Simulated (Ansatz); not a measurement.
# Ge wire along [111], 38 atoms a period, H-terminated: bands by functional, part 2 of 2

What gap, if any, does the Ge wire along [111], 38 atoms a period, H-terminated have, and how does it change with the functional?

Ansatz 0.2.0; DFT PBE, plane waves, PAW; relaxation of a wire's period; PAW set soft_1 (the session's first sound run).

So far: Set-up; The relaxed wire.

### Step 2. The relaxed wire (continued)

Step by step:

```csv
step,energy less that of the first step (eV),largest force component (eV/Å),pressure (GPa),volume (Å³)
1,0.0000,0.2737,-0.51,3341.73
2,-0.1609,0.1740,0.02,3348.04
3,-0.2276,0.0195,-0.02,3334.91
4*,-0.2266,0.0195,-0.02,3334.91
```

Relaxation steps marked * repeat the geometry before them on a plane-wave basis chosen anew for their cell, so energy and pressure can jump there.

Forces are held to the 4 operations that the run works with; a distortion that breaks them can't arise in this run.

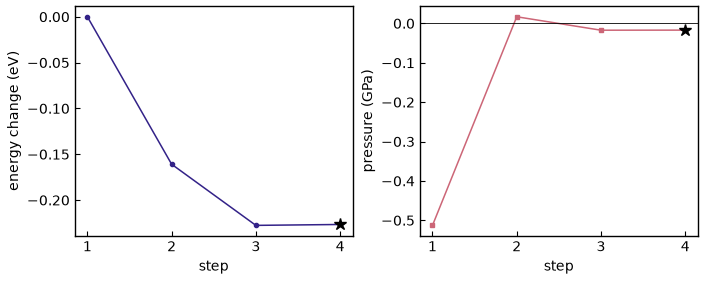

Energy and pressure along the relaxation. Stars mark steps on a basis chosen anew.

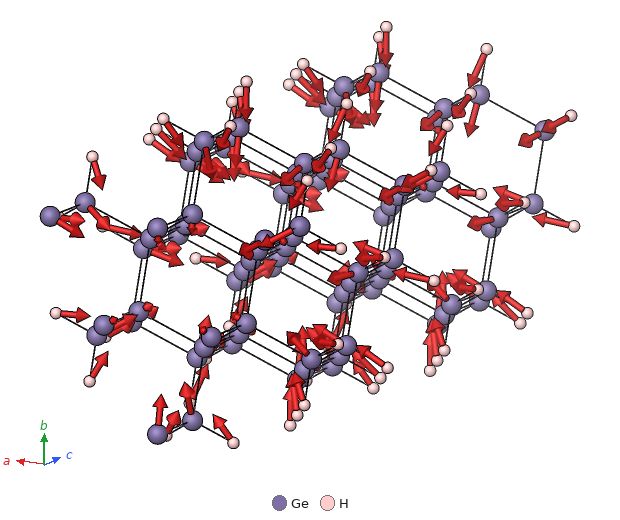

Displacements in the relaxation, exaggerated, measured against the changing cell; the longest in the cell stands for 0.06 Å. 1×1×2 cells are drawn. Some periodic images of atoms are drawn too.

```csv
cell as run,before,after,change
c (Å),9.977,9.956,-0.2 %
```

The atoms that moved most (Å, along periodic axes as changes of fractional coordinates times the final cell, across vacuum about the mean position):

```csv
atom,dx,dy,dz,length
H34,0.060,-0.012,0.019,0.064
H60,0.060,0.012,-0.019,0.064
H39,-0.060,-0.012,0.019,0.064
H65,-0.060,0.012,-0.019,0.064
H35,0.040,-0.046,0.019,0.064
H38,-0.040,-0.046,0.019,0.064
H61,0.040,0.046,-0.019,0.064
H64,-0.040,0.046,-0.019,0.064
```

This step gave:

```yaml
cell_length_along_the_wire: 9.956 Å
```

The cell's length comes to 9.956 Å with spin left out.

### Step 3. Bands of the perfect wire

This step: DFT PBE, plane waves, PAW; bands of a perfect wire; PAW set soft_1 (Ansatz 0.2.0).

At the relaxed period the bands are computed along the axis; those that cross an energy going forward count the channels that a perfect wire would open there.

Input file input.yaml:

```yaml
crystal:
  lattice:
    - [17.493, 0.0, 0.0]
    - [0.0, 19.148, 0.0]
    - [0.0, 0.0, 9.9562706592]
  atoms:
    - { symbol: Ge, position: [0.269768487, 0.621426203, 0.00106998] }
    - { symbol: Ge, position: [0.384287702, 0.43895656, 0.000169212] }
    - { symbol: Ge, position: [0.5, 0.622055019, 0.000171297] }
    - { symbol: Ge, position: [0.270061056, 0.62127213, 0.247660138] }
    - { symbol: Ge, position: [0.38449389, 0.439065676, 0.24979985] }
    - { symbol: Ge, position: [0.5, 0.257424443, 0.247655488] }
    - { symbol: Ge, position: [0.5, 0.621837893, 0.249802489] }
    - { symbol: Ge, position: [0.61550611, 0.439065676, 0.24979985] }
    - { symbol: Ge, position: [0.729938944, 0.62127213, 0.247660138] }
    - { symbol: H, position: [0.197202334, 0.415477383, 0.282501376] }
    - { symbol: H, position: [0.26848925, 0.302677892, 0.28249919] }
    - { symbol: H, position: [0.428713294, 0.781812186, 0.28250099] }
    - { symbol: H, position: [0.571286706, 0.781812186, 0.28250099] }
    - { symbol: H, position: [0.73151075, 0.302677892, 0.28249919] }
    - { symbol: H, position: [0.802797666, 0.415477383, 0.282501376] }
    - { symbol: H, position: [0.197202334, 0.584501979, 0.300831958] }
    - { symbol: H, position: [0.26848925, 0.69730147, 0.300834143] }
    - { symbol: H, position: [0.428713294, 0.218167176, 0.300832343] }
    - { symbol: H, position: [0.571286706, 0.218167176, 0.300832343] }
    - { symbol: H, position: [0.73151075, 0.69730147, 0.300834143] }
    - { symbol: H, position: [0.802797666, 0.584501979, 0.300831958] }
    - { symbol: Ge, position: [0.270061056, 0.378707232, 0.335673195] }
    - { symbol: Ge, position: [0.38449389, 0.560913686, 0.333533484] }
    - { symbol: Ge, position: [0.5, 0.378141469, 0.333530845] }
    - { symbol: Ge, position: [0.5, 0.742554919, 0.335677845] }
    - { symbol: Ge, position: [0.61550611, 0.560913686, 0.333533484] }
    - { symbol: Ge, position: [0.729938944, 0.378707232, 0.335673195] }
    - { symbol: Ge, position: [0.269768487, 0.378553158, 0.582263353] }
    - { symbol: Ge, position: [0.384287702, 0.561022802, 0.583164122] }
    - { symbol: Ge, position: [0.5, 0.377924343, 0.583162036] }
    - { symbol: Ge, position: [0.5, 0.742865163, 0.582269025] }
    - { symbol: Ge, position: [0.615712298, 0.561022802, 0.583164122] }
    - { symbol: Ge, position: [0.730231513, 0.378553158, 0.582263353] }
    - { symbol: H, position: [0.197761524, 0.537771105, 0.61649977] }
    - { symbol: H, position: [0.313061115, 0.720220061, 0.616497847] }
    - { symbol: H, position: [0.384700365, 0.241973557, 0.616494754] }
    - { symbol: H, position: [0.615299635, 0.241973557, 0.616494754] }
    - { symbol: H, position: [0.686938885, 0.720220061, 0.616497847] }
    - { symbol: H, position: [0.802238476, 0.537771105, 0.61649977] }
    - { symbol: H, position: [0.197276904, 0.340322198, 0.63520676] }
    - { symbol: H, position: [0.5, 0.819333497, 0.635216766] }
    - { symbol: H, position: [0.802723096, 0.340322198, 0.63520676] }
    - { symbol: Ge, position: [0.270286244, 0.498971733, 0.668011426] }
    - { symbol: Ge, position: [0.384178044, 0.318752979, 0.668010001] }
    - { symbol: Ge, position: [0.386106456, 0.682244634, 0.668012071] }
    - { symbol: Ge, position: [0.5, 0.499989825, 0.666420249] }
    - { symbol: Ge, position: [0.613893544, 0.682244634, 0.668012071] }
    - { symbol: Ge, position: [0.615821956, 0.318752979, 0.668010001] }
    - { symbol: Ge, position: [0.729713756, 0.498971733, 0.668011426] }
    - { symbol: Ge, position: [0.270286244, 0.501007629, 0.915321907] }
    - { symbol: Ge, position: [0.386106456, 0.317734728, 0.915321262] }
    - { symbol: Ge, position: [0.384178044, 0.681226383, 0.915323332] }
    - { symbol: Ge, position: [0.5, 0.499989537, 0.916913085] }
    - { symbol: Ge, position: [0.615821956, 0.681226383, 0.915323332] }
    - { symbol: Ge, position: [0.613893544, 0.317734728, 0.915321262] }
    - { symbol: Ge, position: [0.729713756, 0.501007629, 0.915321907] }
    - { symbol: H, position: [0.197276904, 0.659657164, 0.948126573] }
    - { symbol: H, position: [0.5, 0.180645864, 0.948116567] }
    - { symbol: H, position: [0.802723096, 0.659657164, 0.948126573] }
    - { symbol: H, position: [0.197761524, 0.462208257, 0.966833564] }
    - { symbol: H, position: [0.313061115, 0.279759301, 0.966835486] }
    - { symbol: H, position: [0.384700365, 0.758005805, 0.966838579] }
    - { symbol: H, position: [0.615299635, 0.758005805, 0.966838579] }
    - { symbol: H, position: [0.686938885, 0.279759301, 0.966835486] }
    - { symbol: H, position: [0.802238476, 0.462208257, 0.966833564] }
    - { symbol: Ge, position: [0.5, 0.257114199, 0.001064308] }
    - { symbol: Ge, position: [0.615712298, 0.43895656, 0.000169212] }
    - { symbol: Ge, position: [0.730231513, 0.621426203, 0.00106998] }
kpoints:
  mp_grid: { grid: [1, 1, 9] }
  band_path: { path: ["Γ", Z], npoints: 90 }
scf:
  occupations: { method: fermi_dirac, width: 0.05 }
hamiltonian:
  xc: pbe
  pseudopotentials: { kind: paw, azcp: { folder: soft_1 } }
output:
  dos: { e_range: [-5, 4] }
  write_potential: true
  write_density: true
  volumetric_format: npy
```

Run with:

```
ansatz run input.yaml --threads 4 --pin off --max-ram 16384MiB --backend cpu --events-out ev --progress --plain --runs-dir out
```

Numbers of over 12 decimals in the logs are rounded to 6 here.

The log of the run:

```text
[...]
Crystal: 68 atoms, lattice volume = 3334.912 Å³
Basis set: ecut = 420 eV, 65221 PW (Γ)
Bands: 349, of which v1, the nominal top of the filled ones, is band 281 counted from 1 (280 counted from 0)
Symmetry: 4 space group operations
[...]
k-points: 5 of 9
[...]
SCF iter   1: F=—  HF=-163686.710939 eV  |F-HF|=—  |Δ(HF+E_count)|=         —  Δρ=3.21e-2  dr2=2.87e1  ethr=3.10e-3  ⟨swp⟩=6.6  Hψ=6973  notcnv=0  defer=63
[...]
SCF iter  11: F=-163678.984463 eV  HF=-163678.984463 eV  |F-HF|=5.68e-9  |Δ(HF+E_count)|=   6.14e-8  Δρ=6.26e-7  dr2=9.75e-9  ethr=1.78e-11  ⟨swp⟩=13.8  Hψ=7562  notcnv=0
SCF 1 converged in 11 iterations: F = -163678.984463 eV  dr2 = 9.75e-9
[...]
NSCF: frozen V_eff on 91 k-points
WARN: pass on a band path, mesh or list of k-points: the 91 k-points are solved 4 at a time at the most, because the 14.40 GiB of host memory that the pass is priced against does not hold them all with the solver's workspace as planned. The pass can take longer, above all where fewer k-points are solved at a time than the run has threads. As a rule a larger memory budget leaves room for more at once. The budget is what a run with no `--max-ram-frac` typed is planned for, 0.8 of the host's memory or its container's limit. More memory there lifts it, and so does a share over 0.88 that is typed (of such a share the budget is ten elevenths): [rest of the remark cut]
WARN: The output density's exchange-correlation potential varies sharply where the density is thin. Do not read a vacuum level from v_tot or v_xc, or from such a field of the output density. On a cell that repeats whose density bears no net charge and no dipole along the vacuum's axis use v_es (v_loc + v_h of the components); under efield.dipole_correction with no amplitude use v_es + v_field, which holds any externa [...]
SCF converged after 11 iterations
Free energy (F): -163678.984463 eV
[...]
Internal energy: -163678.984463 eV  (E = F + TS)
E sigma→0 (E₀):  -163678.984463 eV
Fermi energy:    -0.528590 eV
[...]
--- Band table (eV; the first three rows and the last of 5) ---
  k-point 0: bands = [... 277 lower, -2.1533, -2.1484, -2.1484, -1.4861, 0.5951, 0.7515, 0.8494, 0.8499, ... 64 higher]
  k-point 1: bands = [... 277 lower, -2.2430, -2.0802, -2.0801, -1.5927, 0.6300, 0.7965, 0.8205, 0.8221, ... 64 higher]
  k-point 2: bands = [... 277 lower, -2.3404, -2.0592, -2.0591, -1.8764, 0.7070, 0.7443, 0.7462, 0.8247, ... 64 higher]
  k-point 4: bands = [... 277 lower, -2.3055, -2.3054, -2.1608, -2.1607, 0.4677, 0.6133, 0.6142, 0.9397, ... 64 higher]
```

Run time: 44 min. Hardware: 4 threads of Arm Neoverse V1, shared host; peak memory 13 GiB; 2.9 h of CPU time.

This step gave:

```
band gap : 1.936 eV
```

Electronic bands along the path, in eV, zero at the Fermi level; v1 is the highest filled band, c1 the lowest empty one:

```csv
point,v4,v3,v2,v1,c1,c2,c3,c4
Γ,-1.62,-1.62,-1.62,-0.96,1.12,1.28,1.38,1.38
Z,-1.76,-1.76,-1.65,-1.65,0.98,1.14,1.14,1.47
```

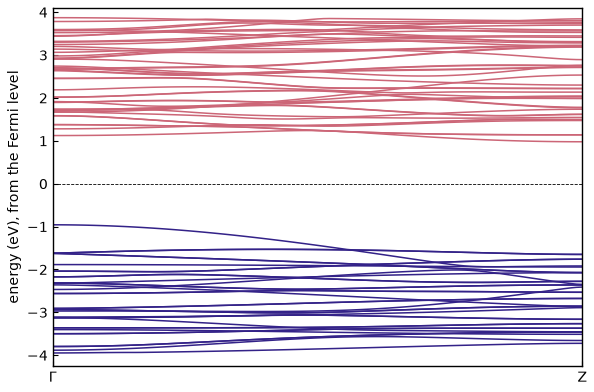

Electronic bands along the path; lines of filled and empty bands in two colours.

The gap is 1.94 eV, with spin left out.

On this path the gap is indirect, 1.94 eV, with the valence top at Γ and the conduction bottom at Z. The least direct gap is 2.08 eV.

### Step 4. Another level of theory, cutoff 500 eV, k-mesh 1×1×7

This step: DFT r2SCAN, plane waves, PAW; bands of a perfect wire at the PBE geometry; PAW set soft_1 (Ansatz 0.2.0).

The atoms stay at the PBE geometry and the functional changes. r2SCAN also reads the kinetic-energy density; it often gives larger moments and wider gaps than PBE, at a higher cost. Against the first PBE run of this kind, the cutoff is 500 eV against 420 and the mesh along the wire has 7 points against 9.

input.yaml: that of step 3 with these lines changed.

```diff
@@ -75,3 +75,3 @@
 kpoints:
-  mp_grid: { grid: [1, 1, 9] }
+  mp_grid: { grid: [1, 1, 7] }
   band_path: { path: ["Γ", Z], npoints: 90 }
@@ -80,8 +80,3 @@
 hamiltonian:
-  xc: pbe
+  xc: r2scan
   pseudopotentials: { kind: paw, azcp: { folder: soft_1 } }
-output:
-  dos: { e_range: [-5, 4] }
-  write_potential: true
-  write_density: true
-  volumetric_format: npy
```

The log of the run:

```text
[...]
Crystal: 68 atoms, lattice volume = 3334.912 Å³
Basis set: ecut = 500 eV, 84647 PW (Γ), exchange–correlation on 512×576×300 points (64 copies of the dense FFT grid, shifted against one another)
Bands: 349, of which v1, the nominal top of the filled ones, is band 281 counted from 1 (280 counted from 0)
Symmetry: 4 space group operations
[...]
k-points: 4 of 7
[...]
SCF iter   1: F=—  HF=-163985.950087 eV  |F-HF|=—  |Δ(HF+E_count)|=         —  Δρ=3.14e-2  dr2=2.68e1  dr2_τ=2.28e-1  ethr=3.10e-3  ⟨swp⟩=6.5  Hψ=5558  notcnv=0  defer=72
[...]
SCF iter  10: F=-163981.997449 eV  HF=-163981.997449 eV  |F-HF|=2.28e-7  |Δ(HF+E_count)|=   2.00e-6  Δρ=1.34e-6  dr2=6.61e-8  dr2_τ=1.06e-9  ethr=1.78e-11  ⟨swp⟩=13.0  Hψ=7594  notcnv=0
SCF 1 converged in 10 iterations: F = -163981.997449 eV  dr2 = 6.61e-8
[...]
SCF converged after 10 iterations
Free energy (F): -163981.997449 eV
[...]
Internal energy: -163981.997449 eV  (E = F + TS)
E sigma→0 (E₀):  -163981.997449 eV
Fermi energy:    -0.546877 eV
[...]
--- Band table (eV) ---
  k-point 0: bands = [... 277 lower, -2.3643, -2.3614, -2.3614, -1.6671, 0.7819, 0.8477, 0.9424, 0.9428, ... 64 higher]
  k-point 1: bands = [... 277 lower, -2.4891, -2.2793, -2.2792, -1.8436, 0.8228, 0.9095, 0.9106, 0.9179, ... 64 higher]
  k-point 2: bands = [... 277 lower, -2.6289, -2.2898, -2.2881, -2.2880, 0.8042, 0.8152, 0.8162, 0.9426, ... 64 higher]
  k-point 3: bands = [... 277 lower, -2.5407, -2.5406, -2.3700, -2.3699, 0.6174, 0.7432, 0.7438, 1.0539, ... 64 higher]
```

The job ended after 68 min (4 threads; peak memory 13 GiB; 4.4 h of CPU time).

This step gave:

```
band gap : 2.256 eV
```

The electronic bands at the labelled points (eV, zero at the Fermi level; v1 is the highest filled band, c1 the lowest empty one):

```csv
point,v4,v3,v2,v1,c1,c2,c3,c4
Γ,-1.82,-1.81,-1.81,-1.12,1.33,1.39,1.49,1.49
Z,-1.97,-1.97,-1.85,-1.85,1.14,1.28,1.29,1.61
```

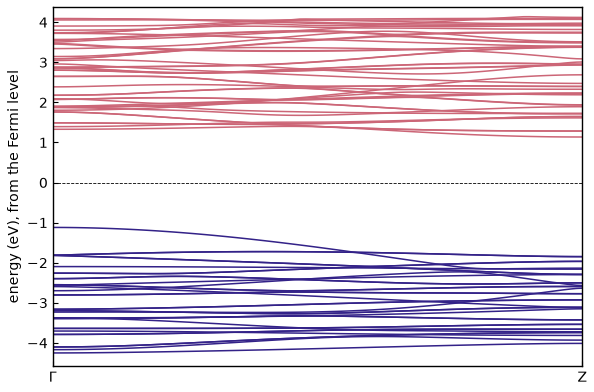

Electronic bands along the path; lines of filled and empty bands in two colours.

The gap is 2.26 eV, against 1.94 eV under PBE at the relaxed period.

### Step 5. Outcome

```yaml
cell_length_pbe: 9.956 Å
gap_pbe: 1.94 eV
gap_r2scan: 2.26 eV
```

In words: Under PBE the cell's length is 9.96 Å, and a gap of 1.94 eV makes it a semiconductor. At the relaxed period the wire is gapped under every functional, from 1.94 eV (PBE) to 2.26 eV (r2SCAN). Weak screening in one dimension makes quasiparticle gaps larger than the semilocal gaps, as a rule.

[Logs are printed without paths, hosts, clocks, repeated set-up lines and the standing remarks that a program may print on its own settings, such as how far it seeks lower states.]

[Hosts, paths, dates, database ids (printed as entryN), source tags and the programs' standing remarks are cut or masked in the printed files.]
